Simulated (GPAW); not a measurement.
**Dielectric function and optical constants of KTaO3**

Wanted: where KTaO3 starts to absorb, how strongly, and its refractive index.

Calculated with GPAW 26.7.0; DFT, LDA, plane-wave PAW (GPAW data sets), scalar-relativistic, RPA, optical limit.

**1. The starting structure**

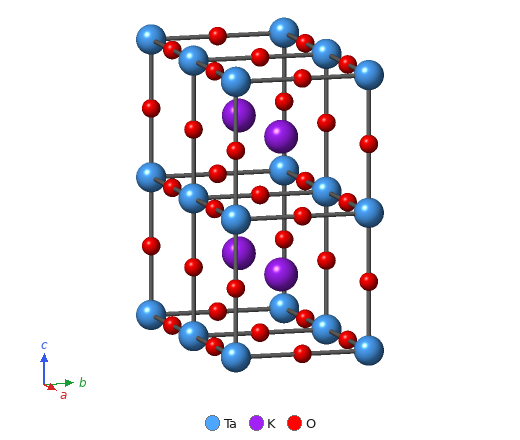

The cell as given, slightly off an axis (tantalum blue, potassium purple, oxygen red). 2×1×2 cells are drawn. Some periodic images of atoms are drawn too.

**2. Ground state**

The self-consistent density comes first; it also tells whether there is a gap, which decides the occupations and the need for a Drude term.

This step: DFT, LDA, plane-wave PAW (GPAW data sets), scalar-relativistic, ground state (GPAW 26.7.0).

gs.py reads:

```python
from ase import Atoms
from ase.dft.bandgap import bandgap
from gpaw import GPAW, PW, FermiDirac

atoms = Atoms(['Ta', 'K', 'O', 'O', 'O'],
              cell=[[3.988300000000, 0.000000000000, 0.000000000000],
                    [0.000000000000, 3.988300000000, 0.000000000000],
                    [0.000000000000, 0.000000000000, 3.988300000000]],
              scaled_positions=[[0.000000000000, 0.000000000000, 0.000000000000],
                                [0.500000000000, 0.500000000000, 0.500000000000],
                                [0.000000000000, 0.000000000000, 0.500000000000],
                                [0.000000000000, 0.500000000000, 0.000000000000],
                                [0.500000000000, 0.000000000000, 0.000000000000]],
              pbc=[True, True, True])
atoms.calc = GPAW(mode=PW(500), xc='LDA', kpts={'size': (6, 6, 6), 'gamma': True},
                  occupations=FermiDirac(0.05), maxiter=150, txt='gs.txt')
print('energy (eV)', atoms.get_potential_energy())
print('Fermi level (eV)', atoms.calc.get_fermi_level())
print('valence electrons', atoms.calc.get_number_of_electrons())
print('gap (eV)', bandgap(atoms.calc, output=None)[0])
print('direct gap (eV)', bandgap(atoms.calc, direct=True, output=None)[0])
atoms.calc.write('gs.gpw')
```

On the command line:

```bash
$ OMP_NUM_THREADS=1 python gs.py
```

Numbers of over 12 decimals in the logs are rounded to 6 here.

Output:

```text
__  _  _
 | _ |_)|_||  |
 |__||  | ||/\| - 26.7.0

Versions:
  Python: 3.12.14
  ASE:    3.29.0
  Numpy:  2.5.5
  Scipy:  1.18.1
  Libxc:  7.0.0

Input parameters:
  mode=PW(ecut=500.0),
  kpts=MonkhorstPack(size=(6, 6, 6), gamma=True),
  maxiter=150,
  occupations=Occupations(name='fermi-dirac', width=0.05, fixmagmom=False),
  xc=XC(name='LDA')

Diagonalizing LCAO Hamiltonian
Converting LCAO to pw mode
   .---------.
  /|         |
 * |         |
 | |         |
 | |   K     |
 O .---------.
 |O         /
 Ta---O----*

Atoms  # Å, Bohr magnetons
|   | symbol |        x |        y |        z |    initial magnetic moments |
| 0 |     Ta | 0.000000 | 0.000000 | 0.000000 | ( 0.0000,  0.0000,  0.0000) |
| 1 |      K | 1.994150 | 1.994150 | 1.994150 | ( 0.0000,  0.0000,  0.0000) |
| 2 |      O | 0.000000 | 0.000000 | 1.994150 | ( 0.0000,  0.0000,  0.0000) |
| 3 |      O | 0.000000 | 1.994150 | 0.000000 | ( 0.0000,  0.0000,  0.0000) |
| 4 |      O | 1.994150 | 0.000000 | 0.000000 | ( 0.0000,  0.0000,  0.0000) |

Unit cell  # Å
| periodic |        x |        y |        z |  lengths |    angles |
|      yes | 3.988300 | 0.000000 | 0.000000 | 3.988300 | 90.000000 |
|      yes | 0.000000 | 3.988300 | 0.000000 | 3.988300 | 90.000000 |
|      yes | 0.000000 | 0.000000 | 3.988300 | 3.988300 | 90.000000 |

Number of symmetries: 48
Symmetry operations  # r_c * U_cc + t_c -> r_c
|    | kind |            matrix            |
|  0 |  E   |  1, 0, 0,  0, 1, 0,  0, 0, 1 |
|  1 |  σ   |  1, 0, 0,  0, 1, 0,  0, 0,-1 |
|  2 |  σ   |  1, 0, 0,  0, 0, 1,  0, 1, 0 |
|  3 |  C4  |  1, 0, 0,  0, 0, 1,  0,-1, 0 |
|  4 |  C4  |  1, 0, 0,  0, 0,-1,  0, 1, 0 |
|  5 |  σ   |  1, 0, 0,  0, 0,-1,  0,-1, 0 |
|  6 |  σ   |  1, 0, 0,  0,-1, 0,  0, 0, 1 |
|  7 |  C2  |  1, 0, 0,  0,-1, 0,  0, 0,-1 |
|  8 |  σ   |  0, 1, 0,  1, 0, 0,  0, 0, 1 |
|  9 |  C2  |  0, 1, 0,  1, 0, 0,  0, 0,-1 |
| 10 |  C3  |  0, 1, 0,  0, 0, 1,  1, 0, 0 |
| 11 |  S6  |  0, 1, 0,  0, 0, 1, -1, 0, 0 |
| 12 |  S6  |  0, 1, 0,  0, 0,-1,  1, 0, 0 |
| 13 |  C3  |  0, 1, 0,  0, 0,-1, -1, 0, 0 |
| 14 |  C4  |  0, 1, 0, -1, 0, 0,  0, 0, 1 |
| 15 |  S4  |  0, 1, 0, -1, 0, 0,  0, 0,-1 |
| 16 |  C3  |  0, 0, 1,  1, 0, 0,  0, 1, 0 |
| 17 |  S6  |  0, 0, 1,  1, 0, 0,  0,-1, 0 |
| 18 |  σ   |  0, 0, 1,  0, 1, 0,  1, 0, 0 |
| 19 |  C4  |  0, 0, 1,  0, 1, 0, -1, 0, 0 |
| 20 |  C2  |  0, 0, 1,  0,-1, 0,  1, 0, 0 |
| 21 |  S4  |  0, 0, 1,  0,-1, 0, -1, 0, 0 |
| 22 |  S6  |  0, 0, 1, -1, 0, 0,  0, 1, 0 |
| 23 |  C3  |  0, 0, 1, -1, 0, 0,  0,-1, 0 |
| 24 |  S6  |  0, 0,-1,  1, 0, 0,  0, 1, 0 |
| 25 |  C3  |  0, 0,-1,  1, 0, 0,  0,-1, 0 |
| 26 |  C4  |  0, 0,-1,  0, 1, 0,  1, 0, 0 |
| 27 |  σ   |  0, 0,-1,  0, 1, 0, -1, 0, 0 |
| 28 |  S4  |  0, 0,-1,  0,-1, 0,  1, 0, 0 |
| 29 |  C2  |  0, 0,-1,  0,-1, 0, -1, 0, 0 |
| 30 |  C3  |  0, 0,-1, -1, 0, 0,  0, 1, 0 |
| 31 |  S6  |  0, 0,-1, -1, 0, 0,  0,-1, 0 |
| 32 |  C4  |  0,-1, 0,  1, 0, 0,  0, 0, 1 |
| 33 |  S4  |  0,-1, 0,  1, 0, 0,  0, 0,-1 |
| 34 |  S6  |  0,-1, 0,  0, 0, 1,  1, 0, 0 |
| 35 |  C3  |  0,-1, 0,  0, 0, 1, -1, 0, 0 |
| 36 |  C3  |  0,-1, 0,  0, 0,-1,  1, 0, 0 |
| 37 |  S6  |  0,-1, 0,  0, 0,-1, -1, 0, 0 |
| 38 |  σ   |  0,-1, 0, -1, 0, 0,  0, 0, 1 |
| 39 |  C2  |  0,-1, 0, -1, 0, 0,  0, 0,-1 |
| 40 |  σ   | -1, 0, 0,  0, 1, 0,  0, 0, 1 |
| 41 |  C2  | -1, 0, 0,  0, 1, 0,  0, 0,-1 |
| 42 |  C2  | -1, 0, 0,  0, 0, 1,  0, 1, 0 |
| 43 |  S4  | -1, 0, 0,  0, 0, 1,  0,-1, 0 |
| 44 |  S4  | -1, 0, 0,  0, 0,-1,  0, 1, 0 |
| 45 |  C2  | -1, 0, 0,  0, 0,-1,  0,-1, 0 |
| 46 |  C2  | -1, 0, 0,  0,-1, 0,  0, 0, 1 |
| 47 |  i   | -1, 0, 0,  0,-1, 0,  0, 0,-1 |

BZ-sampling:
  Number of BZ points: 216
  Number of IBZ points: 20

  Monkhorst-Pack size: [6, 6, 6]
  Monkhorst-Pack shift: [0.083333, 0.083333, 0.083333]

K-points  # in reciprocal-cell coordinates
|     |                                coordinates |     weight |
|   0 | (  0.00000000,   0.00000000,   0.00000000) | 0.00462963 |
|   1 | (  0.16666667,   0.00000000,   0.00000000) | 0.02777778 |
|   2 | (  0.16666667,   0.16666667,   0.00000000) | 0.05555556 |
|   3 | (  0.16666667,   0.16666667,   0.16666667) | 0.03703704 |
|   4 | (  0.33333333,   0.00000000,   0.00000000) | 0.02777778 |
|   5 | (  0.33333333,   0.16666667,   0.00000000) | 0.11111111 |
|   6 | (  0.33333333,   0.16666667,   0.16666667) | 0.11111111 |
|   7 | (  0.33333333,   0.33333333,   0.00000000) | 0.05555556 |
|   8 | (  0.33333333,   0.33333333,   0.16666667) | 0.11111111 |
|   9 | (  0.33333333,   0.33333333,   0.33333333) | 0.03703704 |
| ... |                                            |            |
|  19 | (  0.50000000,   0.50000000,   0.50000000) | 0.00462963 |

Plane wave coefficients: 1640
Cutoff: 500.0 eV

Spin-components: 1 (collinear spins)
Bands:           28
Projectors:      26
Spin-degeneracy: 2
Datatype:        complex128

Parallelization:
  kpt:    1
  domain: 1
  band:   1

Density:
  Valence electrons: 40.0
  Components: 1
  Grid points: [21 21 21]
  Charge: 0.0  # |e|

Potential:
  Grid points: [21 21 21]

species:
  Ta:
    name:    Tantalum
    id:
    Z:       73.0
    valence: 13
    core:    60
    charge:  0.0  # [|e|]
    compensation charges:
      type: gauss
      rc: 0.42  # [Å]
      lmax: 2
    cutoffs:
      filter: 2.36  # [Å]
      core: 3.45  # [Å]
    projectors
    | kind |    occ | energy [eV] | rcut [Å] |
    |   5s |  2.000 |     -72.979 |    1.365 |
    |   6s |  2.000 |      -5.599 |    1.365 |
    |   5p |  6.000 |     -39.590 |    1.349 |
    |   6p |  0.000 |      -1.483 |    1.349 |
    |   5d |  3.000 |      -3.794 |    1.307 |
    |    d |        |      23.417 |    1.307 |

    Using partial waves for Ta as LCAO basis

  K:
    name:    Potassium
    id:
    Z:       19.0
    valence: 9
    core:    10
    charge:  0.0  # [|e|]
    compensation charges:
      type: gauss
      rc: 0.35  # [Å]
      lmax: 2
    cutoffs:
      filter: 1.91  # [Å]
      core: 1.27  # [Å]
    projectors
    | kind |    occ | energy [eV] | rcut [Å] |
    |   3s |  2.000 |     -35.177 |    1.122 |
    |   4s |  1.000 |      -2.428 |    1.122 |
    |   3p |  6.000 |     -18.839 |    1.106 |
    |    p |        |       8.373 |    1.106 |
    |    d |        |       0.000 |    0.937 |

    Using partial waves for K as LCAO basis

  O:
    name:    Oxygen
    id:
    Z:       8.0
    valence: 6
    core:    2
    charge:  0.0  # [|e|]
    compensation charges:
      type: gauss
      rc: 0.21  # [Å]
      lmax: 2
    cutoffs:
      filter: 1.17  # [Å]
      core: 0.83  # [Å]
    projectors
    | kind |    occ | energy [eV] | rcut [Å] |
    |   2s |  2.000 |     -23.752 |    0.688 |
    |   2p |  4.000 |      -9.195 |    0.598 |
    |    s |        |       3.459 |    0.688 |
    |    p |        |      18.016 |    0.598 |
    |    d |        |       0.000 |    0.619 |

    Using partial waves for O as LCAO basis

Reference energy: -446346.713772  # eV

eigensolver:
  PPCG
  Converge bands: occupied
  niter=2

density mixing:
  MSR1-Mixer
  Pratt-step length: 0.05
  Maximum mixing coefficient: 0.75
  Old densities: 10
  SVD Regularization: 0.005
  Good broyden scale: 1.0
  Trust region scale: 1.0
  Backstep threshold: 4.0
  History deletion threshold: 6.0
  Fourier metric: weight=20.0, sigma=0.015

occupation numbers:
  Fermi-Dirac:
    width: 0.0500  # eV

poisson solver:
  ecut: 4000.0  # eV

xc functional:
  name: None

convergence criteria:
- Maximum [total energy] change in last 3 cyles: 0.0005 eV / valence electron
- Maximum integral of absolute [dens]ity change: 0.0001 electrons / valence electron
- Maximum integral of absolute [eigenst]ate change: 4e-08 eV^2 / valence electron
maximum number of iterations: 150

SCF iterations
|iter     |      energy | eigst |  dens |
|iter:   1||  -48.067988 | -0.13 |       |
|iter:   2||  -46.587601 | -1.76 | -0.89 |
|iter:   3||  -42.997272 | -0.52 | -0.95 |
|iter:   4||  -42.927065 | -2.25 | -1.56 |
|iter:   5||  -42.907929 | -3.03 | -1.78 |
|iter:   6||  -42.906752 | -4.14 | -2.68 |
|iter:   7||  -42.906770c| -5.27 | -3.17 |
|iter:   8||  -42.906772c| -6.91 | -3.76 |
|iter:   9||  -42.906772c| -7.61c| -4.52c|

Converged in 9 steps
SCF loop duration: 12.196 s (1.355 s/step)
Energy contributions relative to reference atoms: (reference = -446346.713772)

Energy contributions:
  Kinetic:          19.926559
  Coulomb:         -24.060059
  Zero:             -0.684185
  External:          0.000000
  Xc:              -38.089086
  Entropy:          -0.000000
  Spinorbit:         0.000000
  ----------------------------
  Free energy:     -42.906772
  Extrapolated:    -42.906772

dipole moment: (-36.875608, -36.875608, -36.875608)  # |e|*Ang

Fermi level: 6.059
Eigenvalues  # (at kpt = [0.000, 0.000, 0.000])
| band index |      eig [eV] | occ [0-2] |
|          0 |       -62.296 |     2.000 |
|        ... |               |           |
|         12 |         2.605 |     2.000 |
|         13 |         2.605 |     2.000 |
|         14 |         3.977 |     2.000 |
|         15 |         3.977 |     2.000 |
|         16 |         3.977 |     2.000 |
|         17 |         4.395 |     2.000 |
|         18 |         4.395 |     2.000 |
|         19 |         4.395 |     2.000 |
|         20 |         7.074 |     0.000 |
|         21 |         7.074 |     0.000 |
|         22 |         7.074 |     0.000 |
|         23 |        11.406 |     0.000 |
|         24 |        11.786 |     0.000 |
|         25 |        11.786 |     0.000 |
|         26 |        12.812 |     0.000 |
|         27 |        12.812 |     0.000 |

Gap: 2.038 eV
Transition (v -> c):
  (s=0, k=18, n=19, [0.50, 0.50, 0.33]) -> (s=0, k=0, n=20, [0.00, 0.00, 0.00])
Direct/indirect transitions are different
Direct gap: 2.678 eV
Transition at: (s=0, k=0, n=19, [0.00, 0.00, 0.00])

--- standard output ---
energy (eV) -42.906772
Fermi level (eV) 6.059230
valence electrons 40.0
gap (eV) 2.038053
direct gap (eV) 2.678357
```

Elapsed: 14 s, on 1 thread of Arm Neoverse V2, shared host; peak memory 0.16 GiB.

Read-outs, printed or worked out from the files:

- energy: -42.91 eV
- Fermi energy: 6.059 eV
- gap on the k-mesh: 2.038 eV
- direct gap on the mesh: 2.678 eV
- electrons: 40

There is a gap, 2.04 eV on this mesh (points off the mesh can give less), so no carriers' term is needed.

**3. Bands for the response**

At the fixed density, many empty bands are solved on the mesh of the response, since the spectrum sums over them.

This step: DFT, LDA, plane-wave PAW (GPAW data sets), scalar-relativistic, bands at fixed density (GPAW 26.7.0).

nscf.py reads:

```python
from ase.dft.bandgap import bandgap
from gpaw import GPAW, FermiDirac

calc = GPAW('gs.gpw').fixed_density(kpts={'size': (8, 8, 8), 'gamma': True}, nbands=56, convergence={'bands': 50},
                                    occupations=FermiDirac(0.001), txt='nscf.txt')
print('gap (eV)', bandgap(calc, output=None)[0])
print('direct gap (eV)', bandgap(calc, direct=True, output=None)[0])
print('top band over the Fermi level (eV)', min(calc.get_eigenvalues(kpt=k)[49] for k in range(len(calc.get_ibz_k_points()))) - calc.get_fermi_level())
calc.write('full.gpw', mode='all')
```

On the command line:

```bash
$ OMP_NUM_THREADS=1 python nscf.py
```

Output:

```text
Diagonalizing LCAO Hamiltonian
Converting LCAO to pw mode
convergence criteria:
- Maximum integral of absolute [eigenst]ate change: 4e-08 eV^2 / valence electron
maximum number of iterations: 150

SCF iterations
|iter     |      energy | eigst |  dens |
|iter:   1||             | +3.22 |       |
|iter:   2||             | +2.05 |       |
|iter:   3||             | +0.89 |       |
|iter:   4||             | -0.40 |       |
|iter:   5||             | -1.35 |       |
|iter:   6||             | -2.43 |       |
|iter:   7||             | -3.28 |       |
|iter:   8||             | -4.28 |       |
|iter:   9||             | -5.12 |       |
|iter:  10||             | -6.11 |       |
|iter:  11||             | -6.92 |       |
|iter:  12||             | -7.60c|       |
SCF steps: 12
  __  _  _
 | _ |_)|_||  |
 |__||  | ||/\| - 26.7.0

Versions:
  Python: 3.12.14
  ASE:    3.29.0
  Numpy:  2.5.5
  Scipy:  1.18.1
  Libxc:  7.0.0

Input parameters:
  mode=PW(ecut=500.0),
  convergence={'bands': 50},
  gpts=array([21, 21, 21]),
  kpts=MonkhorstPack(size=(8, 8, 8), gamma=True),
  maxiter=150,
  nbands=56,
  occupations=Occupations(name='fermi-dirac', width=0.001, fixmagmom=False),
  parallel={},
  xc=XC(name='LDA')

--- standard output ---
gap (eV) 2.033581
direct gap (eV) 2.678357
top band over the Fermi level (eV) 27.139703
```

Run time: 56 s. Hardware: 1 thread; peak memory 0.22 GiB.

Numbers from this step:

* gap on the k-mesh: 2.034 eV

**4. Dielectric function, RPA**

Transitions between filled and empty bands, summed over the zone, give the optical response, so mesh, band count and broadening shape it.

The induced potential is part of this response.

This step: DFT, LDA, plane-wave PAW (GPAW data sets), scalar-relativistic, RPA, optical limit (GPAW 26.7.0).

df.py reads:

```python
from gpaw.response.df import DielectricFunction

df = DielectricFunction('full.gpw', frequencies={'type': 'nonlinear', 'domega0': 0.03, 'omega2': 8},
                        ecut=50,
                        eta=0.15,
                        nbands=50,
                        txt='df.txt')
for direction in ['x']:
    df.get_dielectric_function(xc='RPA', direction=direction, filename=f'df_{direction}.csv')
```

On the command line:

```bash
$ OMP_NUM_THREADS=1 python df.py
```

Output:

```text
Using integrator: PointIntegrator
NonLinearFrequencyDescriptor(from 0.000 to 98.221 eV, 539 points)
Nonperiodic BCs:  [False False False]
Using integrator: PointIntegrator
NonLinearFrequencyDescriptor(from 0.000 to 98.221 eV, 539 points)
Nonperiodic BCs:  [False False False]

Calculating chi0 body with:
    Ground state adapter containing:
    Number of spins: 1
    Number of kpoints: 512
    Number of irreducible kpoints: 35
    Number of completely occupied states: 20
    Number of partially occupied states: 20

    Linear response parametrization:
    q_c: [0.0, 0.0, 0.0]
    Number of frequency points: 539
    Planewave cutoff: 50.0
    Number of bands: 50
    Number of planewaves: 57
    Broadening (eta): 0.15

Integrating chi0 body.

Symmetries of q_c:
    Direct symmetries (Uq -> q): 48
    Indirect symmetries (TUq -> q): 0
In total 48 allowed symmetries.

35 groups of equivalent kpoints. 93.1640625% reduction.

Integral kind: spectral function

Calculating chi0 optical extensions with:
    Ground state adapter containing:
    Number of spins: 1
    Number of kpoints: 512
    Number of irreducible kpoints: 35
    Number of completely occupied states: 20
    Number of partially occupied states: 20

    Linear response parametrization:
    Number of frequency points: 539
    Planewave cutoff: 50.0
    Number of bands: 50
    Number of planewaves: 57
    Broadening (eta): 0.15
Integrating chi0 head and wings.

Symmetries of q_c:
    Direct symmetries (Uq -> q): 48
    Indirect symmetries (TUq -> q): 0
In total 48 allowed symmetries.

35 groups of equivalent kpoints. 93.1640625% reduction.

Integral kind: spectral function wings
```

It took 11 s on 1 thread; peak memory 0.34 GiB.

This step gave:

- electronic dielectric constant ε∞, mean over x, y and z (by symmetry where fewer were run): 4.963
- main peak of Im epsilon, first axis: 5.026 eV

(Part 1 of 2 ends here.)

[Machine, clock and banner lines and Python warnings are left out of the logs.]

[Logs are printed without paths, hosts, clocks, repeated set-up lines and the standing remarks that a program may print on its own settings, such as how far it seeks lower states.]

[Hosts, paths, dates, database ids (printed as entryN), source tags and the programs' standing remarks are cut or masked in the printed files.]
